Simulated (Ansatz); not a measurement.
All values below come from PBE (plane waves to 420 eV, PAW; Ansatz, a quantum-chemistry and plane-wave program).

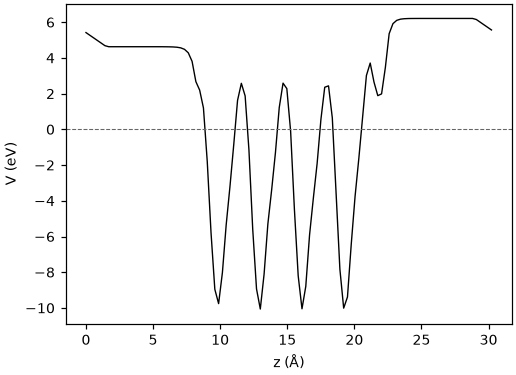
Figure. Planar average of the electrostatic potential across the slab, in eV from the highest filled level, for the (111)A surface of zinc-blende GaP, from a spin-polarised start, Ga-terminated, 2x2 with 3 OH on 4 top atoms (bottom of the slab: 3 H on 4 bottom sites)

Set-up: 41 atoms, 14.2 Å thick at the start with caps and adatoms; mesh 3x3x1; 0.025 eV smearing; dipole correction on; 8 atoms held, the rest relaxed; no symmetry held; spin-polarised from one start with parallel moments (other orders not tried), no spin-orbit, no U. The starting moment vanished. It is one candidate, not shown to be the stable structure of the face.

Problem. The surface cell has an area of 52.53 Å². What dipole along the normal does the step between the two vacuum levels imply?

Solution. the top vacuum level lies 1.58 eV above the bottom one; p = −ε₀ A ΔV (ε₀ = 0.005526 e/(V·Å)) gives -0.46 e·Å a cell.
